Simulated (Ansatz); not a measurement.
AsGeH2 (SMILES [Ge]=[AsH2+]) (charge +1)

The calculation's input:

```
crystal:
  periodic: [false, false, false]
  atoms:
    - {symbol: As, position_ang: [-0.281832, 0.277174, 0.671566]}
    - {symbol: Ge, position_ang: [-0.748091, -2.042179, 0.422500]}
    - {symbol: H, position_ang: [1.015126, -0.495964, 0.245266]}
    - {symbol: H, position_ang: [-0.823182, -0.017270, -0.771292]}
basis:
  gaussian:
    orbitals: def2-TZVPD
total_charge: 1
hamiltonian:
  xc: pbe0
output: {forces: true, orbitals: {seedname: orbitals}}
```

Launched as:

```sh
ansatz run input.yaml --threads 1 --pin off --max-ram 2610MiB --events-out events.jsonl --progress --plain --runs-dir runs
```

Geometry: PBE0-D3(BJ)/pcseg-1.

All numbers below come from isolated molecule in a Gaussian basis; Kohn-Sham density functional theory, functional PBE0 in Ansatz.

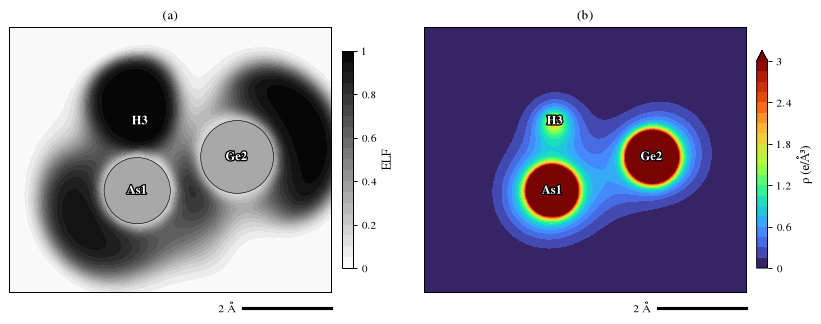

Figure 1. (a) ELF; (b) total electron density on the plane of atoms Ge2, As1 and H3. Grey discs cover the atomic cores in the ELF map.

Describe what can be read from this map.

- Atoms in the plane: As, Ge and H.
- Ge–As (2.38 Å): ρ at the midpoint is about 0.62 e/Å³; the ELF peaks at about 0.75 in the valence shell of As, 1.2 Å from its nucleus, and is about 0.75 at the midpoint.
- As–H (1.57 Å): the density is about 1 e/Å³ at the midpoint; the ELF climbs to about 1 towards the hydrogen, as it does in any bond to H.

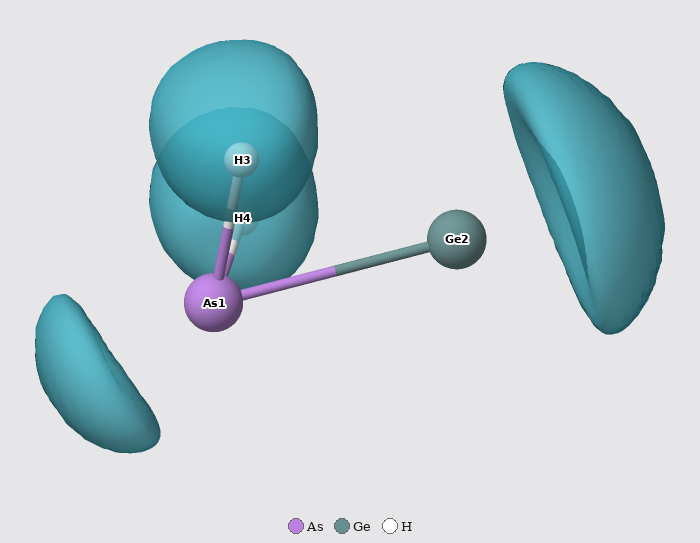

Figure 2. Isosurface of the electron localisation function at 0.9 (cyan), seen from one side. Only the valence region is drawn (cores and ρ < 0.01 e/Å³ removed).

Describe the localisation domains.

At this value the surface marks out two regions around hydrogen nuclei, one lobe on As, pointing away from the bonds (lone pairs) and one lobe on Ge, pointing away from the bonds (lone pairs).

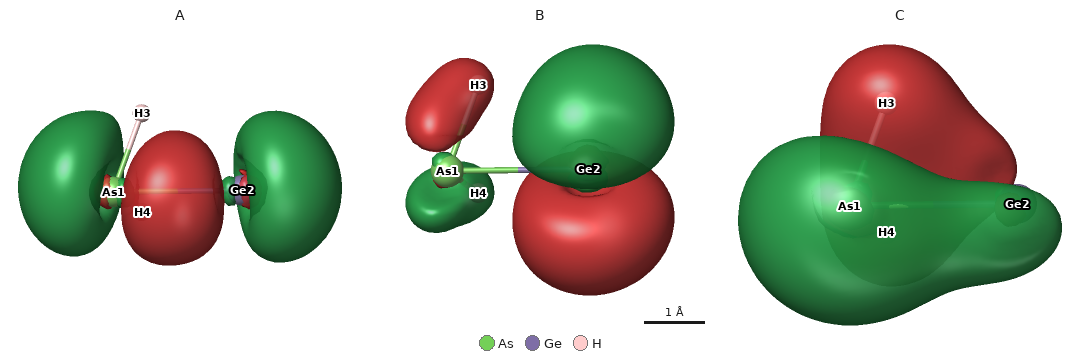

Figure 3. Three frontier orbitals at ±0.1 Å⁻³ᐟ² (green and red are the two phases), in no order.

Which picture is the HOMO−1, the HOMO and the LUMO?

C is the HOMO−1 (−14.83 eV). It lies mainly on As1 (about 65 %), Ge2 (about 15 %), H3 (about 10 %) and H4 (about 10 %). A is the HOMO (−12.86 eV). Its weight (Hirshfeld) is mainly on Ge2 (about 50 %) and As1 (about 50 %). B is the LUMO (−8.89 eV). Its weight (Hirshfeld) is mainly on Ge2 (about 85 %) and As1 (about 10 %).

What is the HOMO–LUMO gap?

3.97 eV between the orbital energies.
